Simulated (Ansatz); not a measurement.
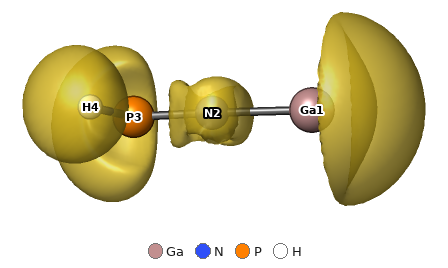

Figure 1: GaHNP. Isosurface of the electron localisation function at 0.8 (yellow), seen from one side. Only the valence region is drawn (cores and ρ < 0.01 e/Å³ removed).

Geometry: B3LYP/6-31G*.

Computed with isolated molecule in a Gaussian basis; Kohn-Sham density functional theory, functional PBE0 (Ansatz 0.2.0).

Describe the localisation domains.

Answer. At this value the surface marks out one region around a hydrogen nucleus, one lobe on Ga, pointing away from the bonds (lone pairs), one lobe on P, pointing away from the bonds (lone pairs) and one region wrapped around N (its valence shell).

Values along the shortest contacts:
P–N (1.56 Å): the ELF peaks at about 0.85 between the atoms, as expected for a polar covalent bond. Ga–N (1.91 Å): the ELF peaks at about 0.90 in the valence shell of N, 0.6 Å from its nucleus, and is about 0.25 at the midpoint.
